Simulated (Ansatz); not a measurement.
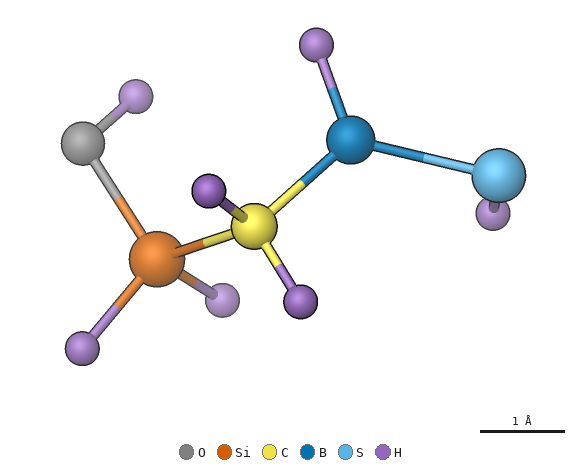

CH7BOSSi (coarse preliminary run), before the relaxation. The picture is a ball-and-stick view, seen from a free direction.

The start comes from a force field.

Method: RKS PBE-D4/def2-SVP in Ansatz 0.2.0.

The input:
```yaml
crystal:
  periodic: [false, false, false]
  atoms:
    - {symbol: O, position_ang: [-2.192200, -0.845900, -0.084500]}
    - {symbol: Si, position_ang: [-0.741700, -0.831900, -0.927200]}
    - {symbol: C, position_ang: [0.635300, -0.687600, 0.283300]}
    - {symbol: B, position_ang: [0.676800, 0.724000, 1.035900]}
    - {symbol: S, position_ang: [2.010800, 1.944300, 0.840400]}
    - {symbol: H, position_ang: [-2.401000, 0.171800, 0.100400]}
    - {symbol: H, position_ang: [-0.648800, 0.289800, -1.878200]}
    - {symbol: H, position_ang: [-0.574800, -2.081200, -1.664200]}
    - {symbol: H, position_ang: [1.634300, -0.765800, -0.205200]}
    - {symbol: H, position_ang: [0.593100, -1.504800, 1.067100]}
    - {symbol: H, position_ang: [-0.345600, 0.989100, 1.724000]}
    - {symbol: H, position_ang: [1.430700, 2.543100, -0.257700]}
basis:
  gaussian: {orbitals: def2-SVP}
hamiltonian: {xc: pbe, dispersion: d4}
relax: {f_tol: 0.03, max_steps: 200}
```

Run as
```bash
ansatz run in.yaml --threads 4 --pin off --events-out ev --progress --plain --max-ram 10444MiB
```

Question: What does the optimiser find from here?

Answer: The energy falls by 119.3 kJ/mol in 19 accepted moves (20 points after the start). Largest force component: 3 eV/Å at the start, 0.021 eV/Å at the end. The line search rejected the trial step at point 15 of the run. The largest move after the best rigid fit is that of H12, 1.30 Å. Largest moves by element: H 1.30 Å, S 0.72 Å, O 0.30 Å, B 0.19 Å, Si 0.11 Å, C 0.11 Å. Among the contacts that change: O1–H6 1.055 → 0.973 Å, Si2–C3 1.839 → 1.905 Å, C3–B4 1.600 → 1.555 Å, B4–H11 1.261 → 1.218 Å. Among the angles between lasting bonds that change: B4–C3–H9 104.2° → 114.8°, Si2–O1–H6 104.5° → 114.9°, C3–B4–H11 114.9° → 121.8°. Groups turn about B4–S5 by about 90°, O1–Si2 by about 25°.

The structure at the end:

```xyz
12

O    -2.2060   -0.5830   -0.2341
Si   -0.7276   -0.9368   -0.9580
C     0.7290   -0.7225    0.2513
B     0.6895    0.7115    0.8512
S     1.7480    1.9997    0.1730
H    -2.2890    0.3250    0.1060
H    -0.4658   -0.0720   -2.1661
H    -0.8359   -2.3736   -1.3759
H     1.6488   -0.9620   -0.3248
H     0.5705   -1.4927    1.0363
H    -0.0876    1.0138    1.7396
H     1.3030    3.0377    0.9356
```

The end point in the same view:

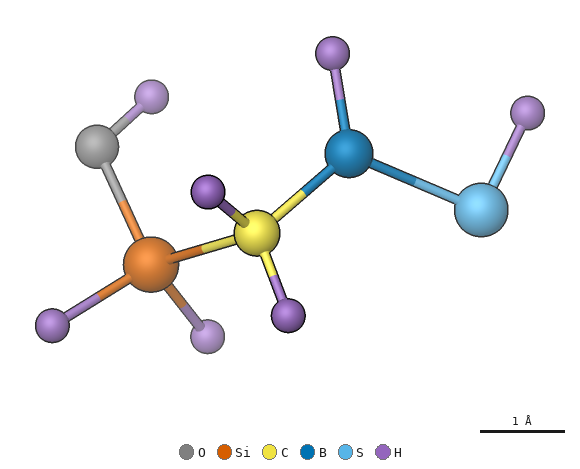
